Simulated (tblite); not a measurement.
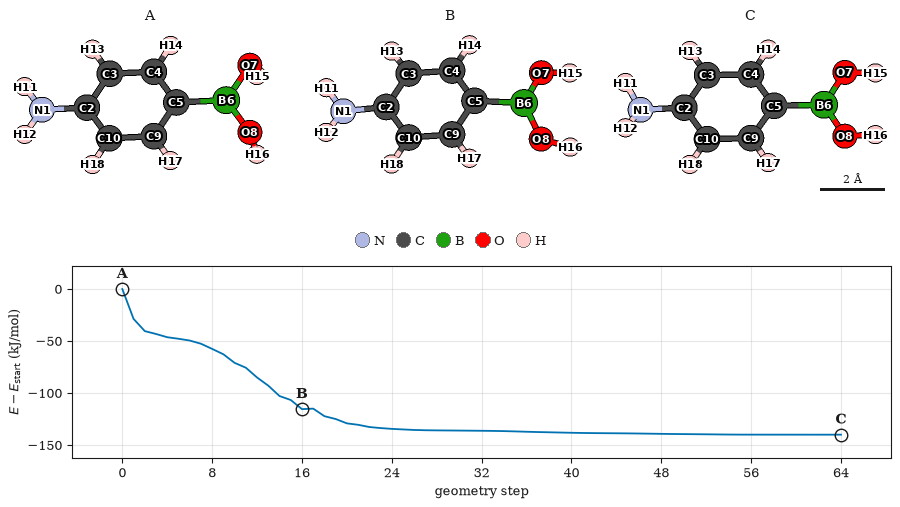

Frames of a relaxation of C$_{6}$H$_{8}$BNO$_{2}$, marked on the history of the run. Style: ball-and-stick. Shown at a tilt.

These are results of GFN2-xTB geometry optimisation, gas phase in tblite, not measurements. 

Question: What happens along the run?

Answer: After 64 geometry steps the energy has fallen by 139.9 kJ/mol. The largest moves after the best rigid fit, 0.93 Å, are those of H15 and H16. Largest moves by element: H 0.93 Å, O 0.36 Å, B 0.28 Å, C 0.20 Å, N 0.05 Å. Some distances before and after: B6–O7 1.465 → 1.362 Å, N1–H11 1.051 → 1.007 Å, O7–H15 0.994 → 0.958 Å, N1–C2 1.416 → 1.380 Å. Bond angles that change, for instance: B6–O8–H16 104.3° → 116.6°, B6–O7–H15 105.1° → 116.6°, C2–N1–H11 121.4° → 116.4°. Groups turn about B6–O8 by about 90°, B6–O7 by about 90°. Cost: 0.39 s on 1 thread of Intel(R) Xeon(R) 6975P-C, on a shared host. From step 0 to 16: H16 moves most (0.52 Å), energy −115.4 kJ/mol. From step 16 to 64: H15 moves most (0.48 Å), energy −24.5 kJ/mol.

```json
{"step": "0", "E − E(0), kJ/mol": "0.00"}
{"step": "1", "E − E(0), kJ/mol": "-28.66"}
{"step": "2", "E − E(0), kJ/mol": "-40.41"}
{"step": "3", "E − E(0), kJ/mol": "-43.17"}
{"step": "4", "E − E(0), kJ/mol": "-46.29"}
{"step": "5", "E − E(0), kJ/mol": "-47.76"}
{"step": "6", "E − E(0), kJ/mol": "-49.46"}
{"step": "7", "E − E(0), kJ/mol": "-52.54"}
{"step": "8", "E − E(0), kJ/mol": "-57.51"}
{"step": "9", "E − E(0), kJ/mol": "-62.67"}
{"step": "10", "E − E(0), kJ/mol": "-70.91"}
{"step": "13", "E − E(0), kJ/mol": "-92.83"}
{"step": "16", "E − E(0), kJ/mol": "-115.38"}
{"step": "19", "E − E(0), kJ/mol": "-124.87"}
{"step": "21", "E − E(0), kJ/mol": "-130.43"}
{"step": "24", "E − E(0), kJ/mol": "-134.34"}
{"step": "27", "E − E(0), kJ/mol": "-135.66"}
{"step": "30", "E − E(0), kJ/mol": "-135.97"}
{"step": "33", "E − E(0), kJ/mol": "-136.30"}
{"step": "36", "E − E(0), kJ/mol": "-137.11"}
{"step": "38", "E − E(0), kJ/mol": "-137.62"}
{"step": "41", "E − E(0), kJ/mol": "-138.28"}
{"step": "44", "E − E(0), kJ/mol": "-138.58"}
{"step": "47", "E − E(0), kJ/mol": "-138.96"}
{"step": "50", "E − E(0), kJ/mol": "-139.37"}
{"step": "53", "E − E(0), kJ/mol": "-139.68"}
{"step": "55", "E − E(0), kJ/mol": "-139.86"}
{"step": "58", "E − E(0), kJ/mol": "-139.89"}
{"step": "61", "E − E(0), kJ/mol": "-139.91"}
{"step": "64", "E − E(0), kJ/mol": "-139.92"}
```
